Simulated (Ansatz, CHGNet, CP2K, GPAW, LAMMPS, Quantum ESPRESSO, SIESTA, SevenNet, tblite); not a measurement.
## Quantum ESPRESSO on free surface of ionic liquid triethylsulfonium formate with water at 340 K (81 atoms): settings compared

How far do other settings of Quantum ESPRESSO move the forces in free surface of ionic liquid triethylsulfonium formate with water at 340 K (81 atoms)? One run of the same program serves as the yardstick.

Calculated with Quantum ESPRESSO 7.5; the method is named at each step.

### Step 1. The starting structure

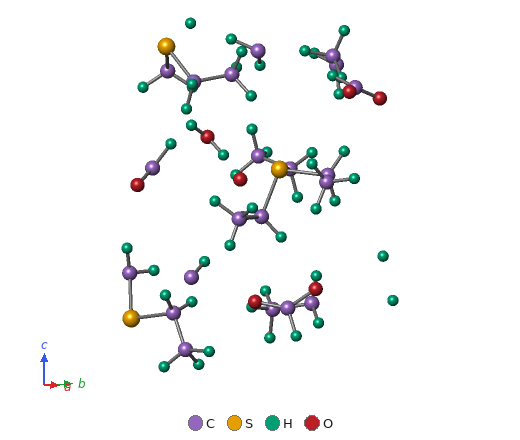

The cell as given, from the side, with the c axis up (carbon purple, sulfur orange, hydrogen teal, oxygen red). Bonds to atoms that aren't drawn are left out.

The cell holds 81 atoms: 21 C, 3 S, 50 H and 7 O. Its edges and angles: a = 8.574 Å, b = 8.574 Å, c = 21.346 Å, α = 90.0°, β = 90.0°, γ = 90.0°. 3 triethylsulfonium, 3 formate, 1 H2O placed at random, at 1.02 g/cm³, as a film with 10 Å of vacuum; overlaps pushed apart, then 10 ps at 390 K with MMFF94 bonds, angles, torsions, charges and radii (Halgren, J. Comput. Chem. 17, 490 (1996)) in harmonic and 12-6 forms; SPC/E water (Berendsen, Grigera and Straatsma, J. Phys. Chem. 91, 6269 (1987)); charges of ions scaled by 0.8. Snapshot after 30 ps at 340 K and fixed volume. Vacuum lies along c.

The yardstick, on the same geometry:

* method: Kohn-Sham DFT, PBE, SSSP efficiency 1.3.0 pseudopotentials, plane waves (Quantum ESPRESSO 7.5); sssp-pbe-1.3.0-efficiency, cutoffs 60/480 Ry, Γ point
* r.m.s. force component: 0.8313 eV/Å
* longest force: 3.272 eV/Å
* gap (highest filled to lowest empty level): 1.987 eV
* time: 2.8 min on 4 MPI ranks of Arm Neoverse V2, shared host
* CPU time: 11 min

### Step 2. PBE+D3(BJ), sssp-1.3.0-efficiency, 60/480 Ry

Method: Kohn-Sham DFT, PBE+D3(BJ), SSSP efficiency 1.3.0 pseudopotentials, plane waves.

The input, pw.in:

```
&control
  calculation = 'scf'
  pseudo_dir = './pseudo'
  outdir = './tmp'
  disk_io = 'none'
  tprnfor = .true.
/
&system
  ibrav = 0
  nat = 81
  ntyp = 4
  ecutwfc = 60
  ecutrho = 480
  nosym = .true.
  occupations = 'smearing'
  smearing = 'fd'
  degauss = 0.003675
  vdw_corr = 'dft-d3'
  dftd3_version = 4
  dftd3_threebody = .false.
/
&electrons
  conv_thr = 4.0e-07
  electron_maxstep = 100
  mixing_beta = 0.4
  mixing_mode = 'local-TF'
  diagonalization = 'david'
/
ATOMIC_SPECIES
C 12.011 C.upf
S 32.060 S.upf
H 1.008 H.upf
O 15.999 O.upf
CELL_PARAMETERS angstrom
8.57364 0.00000 0.00000
0.00000 8.57364 0.00000
0.00000 0.00000 21.34624
ATOMIC_POSITIONS crystal
C 0.96828 0.29144 0.38304
C 0.09258 0.24219 0.33731
S 0.26555 0.16217 0.38231
C 0.24412 0.97024 0.34578
C 0.39400 0.89010 0.36342
C 0.40091 0.23210 0.32227
C 0.42710 0.40020 0.33471
H 0.86800 0.34331 0.35650
H 0.91879 0.18661 0.40348
H 0.02623 0.37808 0.41846
H 0.14288 0.33667 0.30930
H 0.03458 0.15120 0.30872
H 0.13388 0.91393 0.36482
H 0.25239 0.97988 0.29524
H 0.37236 0.76703 0.37296
H 0.48450 0.89007 0.32756
H 0.44925 0.91922 0.40811
H 0.35311 0.21886 0.27480
H 0.51550 0.17575 0.32029
H 0.31642 0.46959 0.34532
H 0.49714 0.41704 0.37502
H 0.50027 0.45967 0.29804
C 0.76575 0.70078 0.15033
C 0.60339 0.77530 0.15965
S 0.47155 0.60568 0.16900
C 0.44185 0.53330 0.08712
C 0.53601 0.38807 0.08515
C 0.29352 0.73164 0.16713
C 0.15378 0.64250 0.18804
H 0.80912 0.61340 0.18317
H 0.85753 0.79148 0.15727
H 0.77445 0.64688 0.10425
H 0.56530 0.82558 0.11458
H 0.59272 0.85761 0.20081
H 0.47519 0.61128 0.05182
H 0.31955 0.49834 0.08581
H 0.54368 0.34153 0.03976
H 0.49146 0.29312 0.11606
H 0.64880 0.40165 0.10560
H 0.28669 0.83746 0.19473
H 0.29220 0.76631 0.11783
H 0.17579 0.60271 0.23516
H 0.13841 0.54306 0.15569
H 0.05682 0.72395 0.19305
C 0.12788 0.72088 0.92109
C 0.24676 0.85345 0.93235
S 0.15929 0.04261 0.90917
C 0.32650 0.16883 0.92031
C 0.39976 0.19359 0.85771
C 0.06560 0.07533 0.98687
C 0.89657 0.00858 0.99044
H 0.17691 0.60174 0.92657
H 0.07475 0.72990 0.87101
H 0.02754 0.72982 0.95171
H 0.29791 0.85272 0.98072
H 0.34728 0.84194 0.89958
[... 21 atom lines left out ...]
H 0.64255 0.61026 0.88214
O 0.69148 0.17238 0.23080
H 0.73537 0.07819 0.25208
H 0.76924 0.21376 0.20010
K_POINTS gamma
```

On the command line:

```
> OMP_NUM_THREADS=1 mpirun -np 4 pw.x -in pw.in > output.txt
```

The log of the run:

```text
Program PWSCF
     gamma-point specific algorithms are used
     Parallelization info
     sticks:   dense  smooth     PW     G-vecs:    dense   smooth      PW
     Min        2506    1250    310               470186   166178   20758
     Max        2508    1252    312               470203   166192   20772
     Sum       10029    5005   1245              1880781   664739   83063
     bravais-lattice index     =            0
     lattice parameter (alat)  =      16.2018  a.u.
     unit-cell volume          =   10588.8422 (a.u.)^3
     number of atoms/cell      =           81
     number of atomic types    =            4
     number of electrons       =       194.00
     number of Kohn-Sham states=          116
     kinetic-energy cutoff     =      60.0000  Ry
     charge density cutoff     =     480.0000  Ry
     scf convergence threshold =      4.0E-07
     mixing beta               =       0.4000
     number of iterations used =            8  local-TF  mixing
     Exchange-correlation= SLA  PW   PBX  PBC
                           (   1   4   3   4   0   0   0)
     crystal axes: (cart. coord. in units of alat)
               a(1) = (   1.000000   0.000000   0.000000 )
               a(2) = (   0.000000   1.000000   0.000000 )
               a(3) = (   0.000000   0.000000   2.489752 )
     reciprocal axes: (cart. coord. in units 2 pi/alat)
               b(1) = (  1.000000  0.000000  0.000000 )
               b(2) = (  0.000000  1.000000  0.000000 )
               b(3) = (  0.000000  0.000000  0.401646 )
     PseudoPot. # 1 for C :
     Pseudo is Projector augmented-wave + core cor, Zval =  4.0
     PseudoPot. # 2 for S :
     Pseudo is Ultrasoft + core correction, Zval =  6.0
     PseudoPot. # 3 for H :
     Pseudo is Ultrasoft, Zval =  1.0
     PseudoPot. # 4 for O :
     Pseudo is Projector augmented-wave + core cor, Zval =  6.0
     atomic species   valence    mass     pseudopotential
     C                 4.00    12.01100     C ( 1.00)
     S                 6.00    32.06000     S ( 1.00)
     H                 1.00     1.00800     H ( 1.00)
     O                 6.00    15.99900     O ( 1.00)
     No symmetry found
   Cartesian axes
     --------------------------------------------
     DFT-D3 Dispersion Correction (no 3-body):
     --------------------------------------------
       Reference C6 values for interpolation:
         atom   Coordination number   C6
         H          0.912             6.05
         H          0.000            15.18
         C          0.000            98.23
         C          0.987            86.49
         C          1.998            58.72
         C          2.999            51.56
[...]
S          0.000           268.01
         S          0.995           261.99
         S          1.990           251.62
       Values used:
         atom   Coordination number  R0_AB[au]  C6      C8
         C          4.044            2.750     36.58   1058.04
         C          4.017            2.750     36.62   1059.16
         S          3.452            3.128    251.62  12327.25
         C          4.016            2.750     36.62   1059.22
         C          4.170            2.750     36.48   1054.96
         C          4.031            2.750     36.60   1058.54
[...]
O          1.991            2.345     20.82    420.24
         H          1.116            2.062      6.11     73.84
         H          1.031            2.062      6.16     74.41
         Molecular C6 ( Ry / a.u.^6 ) =    112701.27
     number of k points=     1  Fermi-Dirac smearing, width (Ry)=  0.0037
                       cart. coord. in units 2pi/alat
        k(    1) = (   0.0000000   0.0000000   0.0000000), wk =   2.0000000
     Dense  grid:   940391 G-vectors     FFT dimensions: ( 120, 120, 288)
     Smooth grid:   332370 G-vectors     FFT dimensions: (  80,  80, 200)
     Initial potential from superposition of free atoms
     starting charge     193.9985, renormalised to     194.0000
     negative rho (up, down):  1.540E-04 0.000E+00
     Starting wfcs are  174 randomized atomic wfcs
     Self-consistent Calculation
     iteration #  1     ecut=    60.00 Ry     beta= 0.40
     negative rho (up, down):  2.495E-07 0.000E+00
     total energy              =    -811.23835601 Ry
     estimated scf accuracy    <      10.37273011 Ry
     iteration #  2     ecut=    60.00 Ry     beta= 0.40
     total energy              =    -809.66017388 Ry
     estimated scf accuracy    <       4.24515782 Ry
     iteration #  3     ecut=    60.00 Ry     beta= 0.40
     total energy              =    -810.25764451 Ry
     estimated scf accuracy    <       0.46583887 Ry
     iteration #  4     ecut=    60.00 Ry     beta= 0.40
     total energy              =    -810.22141196 Ry
     estimated scf accuracy    <       0.21671688 Ry
     iteration #  5     ecut=    60.00 Ry     beta= 0.40
     total energy              =    -810.22548458 Ry
     estimated scf accuracy    <       0.09734844 Ry
     iteration #  6     ecut=    60.00 Ry     beta= 0.40
     negative rho (up, down):  5.965E-04 0.000E+00
     total energy              =    -810.21414753 Ry
     estimated scf accuracy    <       0.07105514 Ry
[...]
negative rho (up, down):  6.345E-03 0.000E+00
[...]
negative rho (up, down):  1.672E-02 0.000E+00
[...]
negative rho (up, down):  1.246E-03 0.000E+00
[...]
c_bands:  2 eigenvalues not converged
[...]
total energy              =    -810.20210312 Ry
[...]
iteration # 25     ecut=    60.00 Ry     beta= 0.40
[...]
total energy              =    -810.20210279 Ry
     estimated scf accuracy    <       0.00000202 Ry
     iteration # 26     ecut=    60.00 Ry     beta= 0.40
     negative rho (up, down):  5.109E-04 0.000E+00
     total energy              =    -810.20210275 Ry
     estimated scf accuracy    <       0.00000067 Ry
     iteration # 27     ecut=    60.00 Ry     beta= 0.40
     negative rho (up, down):  4.775E-04 0.000E+00
     End of self-consistent calculation
          k = 0.0000 0.0000 0.0000 ( 41532 PWs)   bands (ev):
   -22.1518 -21.8096 -21.7807 -20.1008 -19.9998 -19.8449 -19.7324 -19.6562
   -19.2761 -19.1375 -17.2838 -17.1470 -17.0417 -16.6450 -16.5846 -16.3988
   -15.4836 -15.2743 -14.7683 -13.3287 -13.2469 -12.9533 -12.9003 -12.6985
   -12.6560 -12.4173 -12.1370 -12.0591 -10.5282 -10.1175  -9.9071  -9.8191
    -9.7325  -9.6326  -9.5942  -9.4006  -9.3273  -9.1599  -9.1259  -9.1019
    -8.9536  -8.8796  -8.7256  -8.6466  -8.2873  -8.2223  -7.9217  -7.9175
[...]
-2.5284  -2.4687  -2.2870  -2.1767  -2.0373  -1.8768  -1.8282  -1.8034
    -1.7182   0.2689   0.4589   0.5390   0.9673   1.0106   1.3506   1.4649
     1.5536   2.0566   2.5765   2.6592   2.7810   2.8685   2.8819   3.0056
     3.0160   3.0871   3.1526   3.2463
     the Fermi energy is    -0.7184 ev
!    total energy              =    -810.20210261 Ry
     estimated scf accuracy    <       0.00000034 Ry
     smearing contrib. (-TS)   =      -0.00000000 Ry
     internal energy E=F+TS    =    -810.20210261 Ry
     The total energy is F=E-TS. E is the sum of the following terms:
     one-electron contribution =   -2736.59740576 Ry
     hartree contribution      =    1416.42769774 Ry
     xc contribution           =    -210.02285205 Ry
     ewald contribution        =     916.29378089 Ry
     DFT-D3 Dispersion         =      -0.24144067 Ry
     one-center paw contrib.   =    -196.06188276 Ry
     convergence has been achieved in  27 iterations
     negative rho (up, down):  4.775E-04 0.000E+00
     Forces acting on atoms (cartesian axes, Ry/au):
     atom    1 type  1   force =     0.01662543    0.06937452    0.01868151
     atom    2 type  1   force =    -0.03198065    0.00604947    0.02228492
     atom    3 type  2   force =    -0.04315255   -0.01385018   -0.12042072
     atom    4 type  1   force =     0.01173756   -0.02929583    0.06383927
     atom    5 type  1   force =     0.02293951   -0.07530801    0.02684631
     atom    6 type  1   force =     0.03388266    0.02100427   -0.02012347
[...]
atom   79 type  4   force =    -0.03115969    0.02947626   -0.00887090
     atom   80 type  3   force =     0.00151473    0.02939015   -0.02204907
     atom   81 type  3   force =    -0.00636506   -0.02163986    0.02470675
     Total force =     0.503746     Total SCF correction =     0.001140
     Message from routine punch:
     Nothing written, as per user request (disk_io='none')
```

Wall time 2.7 min (4 MPI ranks of Arm Neoverse V2, shared host); peak memory 3.8 GiB; 11 min of CPU time.

Banners, paths, timers and routine set-up lines are dropped from the logs unmarked, and long logs keep their key lines alone; longer cuts are marked.

Against the reference:

* r.m.s. force component: 0.8309 eV/Å
* r.m.s. difference of force components: 7.473 meV/Å
* longest difference of force vectors: 37.61 meV/Å
* force difference over r.m.s. force: 0.8989 %
* slope of forces against the reference's: 0.9994
* correlation of force components: 1
* gap (highest filled to lowest empty level): 1.987 eV
* gap difference: 0 eV

Length of the force difference by element (eV/Å):

```
element  atoms    mean   most
      C     21   0.016  0.029
      H     50  0.0078  0.014
      O      7   0.011  0.019
      S      3   0.028  0.038
```

Levels nearest the highest filled one (eV from it): -3.01, -2.00, -1.18, -0.81, -0.75, -0.57, -0.46, -0.32, -0.16, -0.11, -0.09, 0.00, 1.99, 2.18, 2.26, 2.69, 2.73, 3.07, 3.18, 3.27, 3.77, 4.29, 4.38, 4.50.

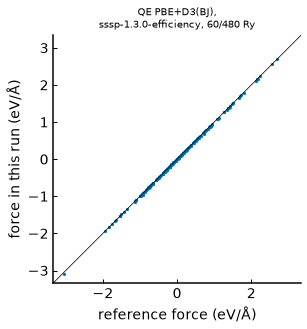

Force components against those of the reference; the line marks equality.

Local excerpt of 9 atoms (numbers count through the whole input) about S47, one of the 3 S atoms; x, y, z are measured from there.

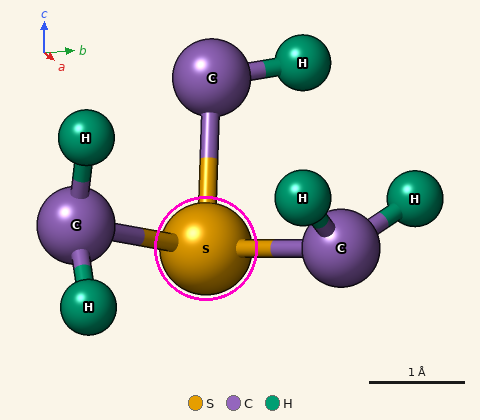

The atoms of the table, within 2.5 Å (arrows a, b, c point along x, y, z); some may hide others; the central atom is ringed.

```
atom      x      y      z  distance (Å)  bonds     Fx     Fy  Fz (eV/Å)
 S47   0.00   0.00   0.00          0.00      3  -0.20  -0.90       2.71
 C48   1.43   1.08   0.24          1.81      4  -0.66   0.44      -0.76
 C46   0.75  -1.62   0.49          1.85      4   0.55  -1.10      -0.99
 C50  -0.80   0.28   1.66          1.86      4  -1.83  -1.11      -0.67
 H57   2.01   0.51   0.93          2.27      1   0.86   0.00       0.94
 H58   0.99   2.01   0.63          2.33      1   0.47  -0.07       0.28
 H62  -0.91   1.31   1.74          2.36      1   0.11   2.55      -0.20
 H56   1.61  -1.72  -0.20          2.37      1  -0.28  -0.10       0.35
 H55   1.19  -1.63   1.53          2.53      1  -0.49   0.46      -0.66
```

Forces lie 0.90 % from the reference's, at 0.98 times its CPU time.

### Step 3. PBE, gbrv-1.5, 40/200 Ry

Method: Kohn-Sham DFT, PBE, GBRV 1.5 ultrasoft pseudopotentials, plane waves.

The pseudopotential files are exchanged too: ./pseudo now holds the set gbrv-pbe-1.5.

pw.in: that of step 2 with these lines changed.

```diff
@@ -11,4 +11,4 @@
   ntyp = 4
-  ecutwfc = 60
-  ecutrho = 480
+  ecutwfc = 40
+  ecutrho = 200
   nosym = .true.
@@ -17,5 +17,2 @@
   degauss = 0.003675
-  vdw_corr = 'dft-d3'
-  dftd3_version = 4
-  dftd3_threebody = .false.
 /
```

On the command line:

```
> OMP_NUM_THREADS=1 mpirun -np 2 pw.x -in pw.in > output.txt
```

The log of the run:

```text
[banner, memory and clock lines left out]
Program PWSCF
     gamma-point specific algorithms are used
     bravais-lattice index     =            0
     lattice parameter (alat)  =      16.2018  a.u.
     unit-cell volume          =   10588.8422 (a.u.)^3
     number of atoms/cell      =           81
     number of atomic types    =            4
     number of electrons       =       194.00
     number of Kohn-Sham states=          116
     kinetic-energy cutoff     =      40.0000  Ry
[... lines left out ...]
     scf convergence threshold =      4.0E-07
[... lines left out ...]
     number of k points=     1  Fermi-Dirac smearing, width (Ry)=  0.0037
[... lines left out ...]
     total energy              =    -599.52141222 Ry
[... lines left out ...]
     total energy              =    -597.79800575 Ry
[... lines left out ...]
     total energy              =    -598.36327496 Ry
[... lines left out ...]
     c_bands:  1 eigenvalues not converged
[... lines left out ...]
     total energy              =    -598.30769248 Ry
[... lines left out ...]
     total energy              =    -598.30769184 Ry
     estimated scf accuracy    <       0.00000144 Ry
     iteration # 26     ecut=    40.00 Ry     beta= 0.40
     negative rho (up, down):  1.264E-03 0.000E+00
     End of self-consistent calculation
          k = 0.0000 0.0000 0.0000 ( 22659 PWs)   bands (ev):
   -22.1036 -21.7581 -21.7311 -20.0514 -20.0070 -19.8539 -19.6836 -19.6016
   -19.2441 -19.1466 -17.2848 -17.1483 -17.0426 -16.6475 -16.5878 -16.4016
   -15.4880 -15.2787 -14.7743 -13.3328 -13.2508 -12.9570 -12.9051 -12.7024
[...]
-1.7228   0.2546   0.4443   0.5245   0.9509   0.9951   1.3117   1.4491
     1.5357   2.0336   2.5528   2.6373   2.7640   2.8547   2.8667   2.9803
     3.0033   3.0729   3.1379   3.2259
     the Fermi energy is    -0.7272 ev
!    total energy              =    -598.30769188 Ry
     estimated scf accuracy    <       0.00000024 Ry
     smearing contrib. (-TS)   =      -0.00000000 Ry
     internal energy E=F+TS    =    -598.30769188 Ry
     The total energy is F=E-TS. E is the sum of the following terms:
     one-electron contribution =   -2743.55520390 Ry
     hartree contribution      =    1416.92916871 Ry
     xc contribution           =    -187.97543795 Ry
     ewald contribution        =     916.29378127 Ry
     convergence has been achieved in  26 iterations
     negative rho (up, down):  1.264E-03 0.000E+00
     Forces acting on atoms (cartesian axes, Ry/au):
     atom    1 type  1   force =     0.02086290    0.07143286    0.01772361
     atom    2 type  1   force =    -0.03178301    0.00552025    0.02914383
     atom    3 type  2   force =    -0.04314270   -0.01392226   -0.11995847
[...]
atom   80 type  3   force =     0.00678807    0.01843150   -0.01600478
     atom   81 type  3   force =     0.00293896   -0.01716231    0.01596332
     Total force =     0.515865     Total SCF correction =     0.000946
     Message from routine punch:
     Nothing written, as per user request (disk_io='none')
```

Elapsed: 2.3 min, on 2 MPI ranks; peak memory 1.2 GiB.

Compared with the plane-wave run:

```
r.m.s. force component                           : 0.8508 eV/Å
r.m.s. difference of force components            : 87.81 meV/Å
longest difference of force vectors              : 418.9 meV/Å
force difference over r.m.s. force               : 10.56 %
slope of forces against the reference's          : 1.018
correlation of force components                  : 0.9948
gap (highest filled to lowest empty level) : 1.977 eV
gap difference                                   : -0.0097 eV
```

Against the first run (0.90 %), the force difference from the reference is 11 %, at 0.41 times the CPU time (on 2 against 4 cores).

### Step 4. The ladder

Differences are against the plane-wave reference, forces as r.m.s. over components; share is that over the reference's r.m.s. force, slope the least-squares factor from reference forces to these. Total energies of different programs have different zeros and aren't compared.

```
                                            run  Δ force, r.m.s. (meV/Å)  share (%)  slope  Δ gap (eV)  cores  CPU time  memory (GiB)
                                      reference                        -          -      -           -      4    11 min           3.8
QE PBE+D3(BJ), sssp-1.3.0-efficiency, 60/480 Ry                     7.47      0.899  0.999           0      4    11 min           3.8
                    QE PBE, gbrv-1.5, 40/200 Ry                     87.8       10.6  1.018     -0.0097      2   4.5 min           1.2
```

CPU time is summed over cores on a shared host, where runs went side by side, so it is rough. Symmetry, cutoffs, thresholds, outputs and thread counts weren't matched or tuned between programs; memory under MPI is the largest rank's times the ranks.

### Step 5. What came out

```
nearest in forces : QE PBE+D3(BJ), sssp-1.3.0-efficiency, 60/480 Ry, 0.90 %
its CPU time      : 11 min
```

PBE on plane waves or a grid with other potentials, cutoffs or grids differs from the reference by 11 % (QE PBE, gbrv-1.5, 40/200 Ry) of the r.m.s. force; potentials, valence shells or grid differ, and the table alone doesn't part them. In the reference's own program, potentials and cutoffs, a change of model alone moves forces by 0.90 % (QE PBE+D3(BJ), sssp-1.3.0-efficiency, 60/480 Ry). One electronic-structure run takes under half the reference's CPU time: QE PBE, gbrv-1.5, 40/200 Ry, at 11 % in 4.5 min against 11 min. PBE gaps agree with the reference's 1.99 eV within 0.010 eV. With short bonds to hydrogen, sets of potentials differ among themselves by several per cent in forces even at converged cutoffs, so the reference isn't exact here either. GBRV, made for solids, lies farthest in such cells, whatever the cutoff. The network of contacts between molecules at the start is that of the classical potential that made the cell, and needn't be the one that DFT or experiment would give. The reference's PBE has no dispersion term, which matters for the binding between molecules or layers. The electronic-structure runs sample only Γ, in a cell whose shortest periodic width is 9 Å.

[Also dropped from logs without a mark: logging warnings of Python, and SIESTA's first energy breakdown and zero terms.]

[Logs are printed without paths, hosts, clocks, repeated set-up lines and the standing remarks that a program may print on its own settings, such as how far it seeks lower states.]

[Hosts, paths, dates, database ids (printed as entryN), source tags and the programs' standing remarks are cut or masked in the printed files.]

[The MMFF94 radii named for the starting cell were scaled by 0.96; in molecules described by MMFF94, hydrogen bound to N, O or S took a small fixed 12-6 site in their place.]
